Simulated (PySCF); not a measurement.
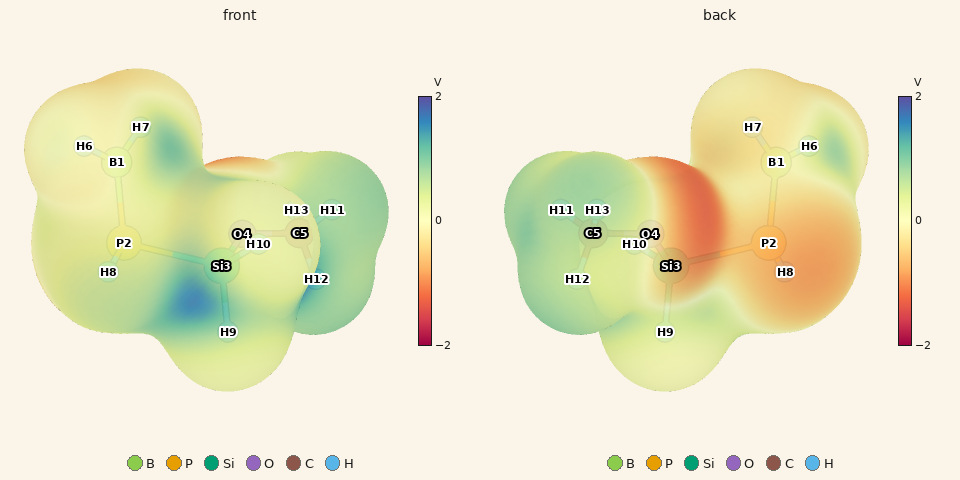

*CH8BOPSi (SMILES BP[SiH2]OC). The electrostatic potential painted on the density surface at 0.002 e/bohr³, seen from the front and from behind; red is negative and blue positive.*

Geometry: GFN2-xTB.

All numbers below come from PBE0/pcSseg-1, SCF density, gas phase, non-relativistic in PySCF.

```xyz
13

B    -2.7017    0.2338   -0.2065
P    -1.4935   -0.5066   -1.3632
Si    0.3856   -0.8835   -0.2515
O     0.9440    0.6234   -0.0929
C     2.1280    1.0519    0.5073
H    -3.7825   -0.2016   -0.1077
H    -2.4152    1.2338    0.3290
H    -1.9172   -1.8123   -1.4988
H     1.2622   -1.7164   -1.0838
H     0.2634   -1.5426    1.0601
H     2.1264    0.8187    1.5741
H     2.9938    0.5708    0.0478
H     2.2023    2.1313    0.3751
```

Q: Which sites attract a positive test charge, and which a negative one?

A: A positive charge is drawn to the negative regions and a negative charge to the positive ones. The most negative region (about −1.2 V) lies over O4, the most positive (about +1.6 V) over Si3. O4 is the likeliest acceptor of a hydrogen bond.

Q: What dipole moment does the calculation give?

A: Its dipole moment is 2.23 D.
